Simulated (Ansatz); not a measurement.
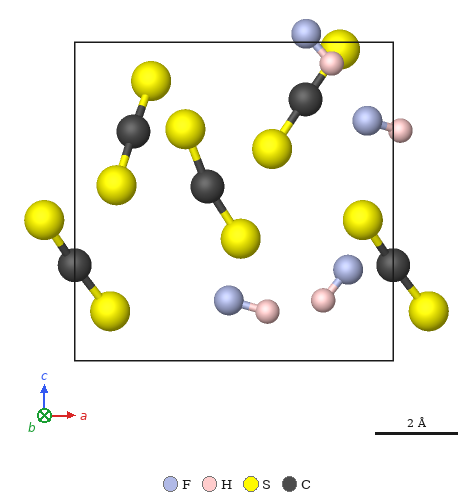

Starting frame of a dynamics run of a periodic cell with 4 HF + 4 CS2 at 1.324 g/cm³. It starts from the last geometry of an earlier run, with fresh velocities. Style: ball-and-stick. Shown: the simulation cell, along the b axis.

Theory: DFT PBE-D3(BJ), scalar-relativistic, plane waves, PAW (Ansatz).

Input
```yaml
accuracy: low
crystal:
  lattice:
    - [7.842763, 0.0, 0.0]
    - [0.0, 7.842763, 0.0]
    - [0.0, 0.0, 7.842763]
  atoms:
    - { symbol: F, position: [-0.08146671, 0.25696601, 0.75377573] }
    - { symbol: H, position: [0.02212036, 0.31882125, 0.72288754] }
    - { symbol: F, position: [0.72659074, 0.30957955, 1.02678314] }
    - { symbol: H, position: [0.80658111, 0.31685105, 0.93359926] }
    - { symbol: F, position: [0.85812266, 0.46009468, 0.28629037] }
    - { symbol: H, position: [0.77989897, 0.43199962, 0.18981967] }
    - { symbol: F, position: [0.48358713, 0.75217625, 0.18972509] }
    - { symbol: H, position: [0.60468619, 0.75211855, 0.15472747] }
    - { symbol: S, position: [0.9041568, 0.94968068, 0.44194173] }
    - { symbol: C, position: [0.99970582, 1.05229581, 0.30024559] }
    - { symbol: S, position: [1.11113306, 1.12498433, 0.15555217] }
    - { symbol: S, position: [0.52089864, 0.20992264, 0.38338236] }
    - { symbol: C, position: [0.41657525, 0.16392796, 0.54711401] }
    - { symbol: S, position: [0.34717507, 0.1142634, 0.72711791] }
    - { symbol: S, position: [0.23958297, 0.68585726, 0.87843714] }
    - { symbol: C, position: [0.18404087, 0.58087756, 0.71995629] }
    - { symbol: S, position: [0.13095516, 0.47959713, 0.55132917] }
    - { symbol: S, position: [0.83261802, 0.71396407, 0.9774085] }
    - { symbol: C, position: [0.72430123, 0.6509899, 0.82082633] }
    - { symbol: S, position: [0.6196094, 0.59137399, 0.66508197] }
basis:
  ecutwfc: 420.0
kpoints:
  mp_grid: { grid: [1, 1, 1] }
hamiltonian:
  xc: pbe
  dispersion: d3bj
scf:
  occupations: { method: fermi_dirac, width: 0.05 }
  lower_state_search: "off"
  max_iter: 57
md:
  timestep: 0.75
  n_steps: 200
  ensemble: nvt_nose_hoover
  temperature: 250.0
  initial_velocities: maxwell_boltzmann
  seed: 419421
  nose_hoover: { tau: 5.0, chain_length: 1 }
  masses: [{ species: H, mass: 2.014 }]
```

Command:
```bash
ansatz run input.yaml --threads 1 --pin off --max-ram 3072MiB --backend cpu --events-out ev --progress --plain --runs-dir out
```

Q: Predict how the run goes.

A: The mean temperature in the second half is 253 K (standard deviation 48 K). The potential energy in the second half lies on average 5.2 meV per atom above the first frame. In the second half of the run the atoms are, in the root-mean-square, this far from where they began (common drift taken out): H 0.53 Å, F 0.35 Å, S 0.33 Å, C 0.30 Å. The heavy atoms stay within a fraction of a molecule's size of their starting places; so short a run doesn't tell a liquid from a solid. The thermostat's time constant is so short that it disturbs the motion.

Along the run (each row but the first and the last is the mean over the interval that it begins):

| time (fs) | potential energy (meV/atom) | T (K) |
| --- | --- | --- |
| 0.0 | 0.0 | 250 |
| 15.0 | -6.5 | 219 |
| 30.0 | -1.9 | 272 |
| 45.0 | 1.3 | 238 |
| 60.0 | 1.4 | 258 |
| 75.0 | 0.8 | 252 |
| 90.0 | 5.9 | 242 |
| 105.0 | 2.0 | 259 |
| 120.0 | 6.7 | 236 |
| 135.0 | 10.5 | 275 |
| 150.0 | 6.6 | 287 |

The paths of the atoms:

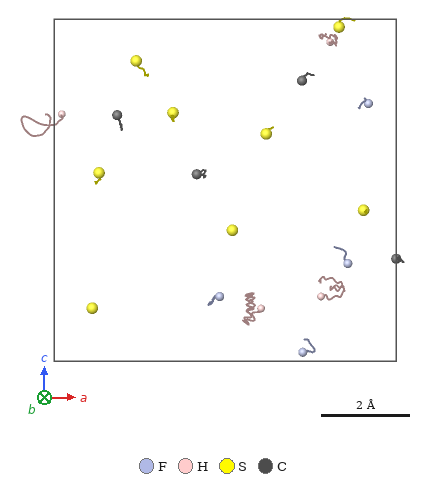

Limits of the set-up: the program's low-accuracy preset was used; masses were changed (H 2.014 u), which shifts the vibrations; the periodic images lie only 7.8 Å apart, so the values are limited by the cell's size.
